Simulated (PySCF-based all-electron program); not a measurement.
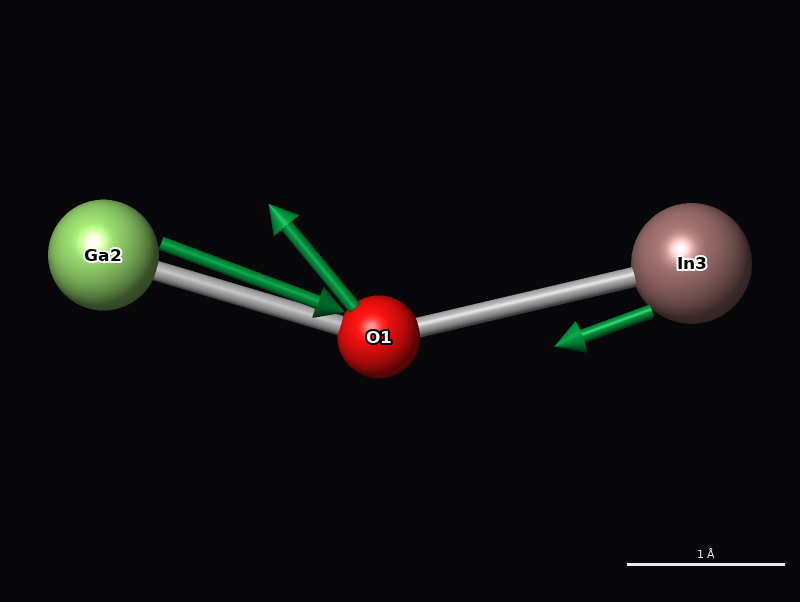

Arrows show the forces on the atoms, 2 Å of arrow for 1 eV/Å; forces under a tenth of the largest aren't drawn. Level of theory: PBE, all-electron, scalar-relativistic (Koelling-Harmon), large uncontracted Gaussian sets (PySCF-based all-electron program).

On which atom is the force largest, and how large is it?

On Ga2: 0.63 eV/Å.

Along which bond is the force strongest?

O1–Ga2, now 1.843 Å: the forces pull its atoms together, so a first step downhill shortens it.

List the force components in the frame of the picture (x right, y up, z towards the viewer), in eV/Å.

| atom | Fx | Fy | Fz |
| --- | --- | --- | --- |
| O1 | −0.28 | 0.33 | −0.01 |
| Ga2 | 0.59 | −0.22 | −0.03 |
| In3 | −0.31 | −0.11 | 0.04 |
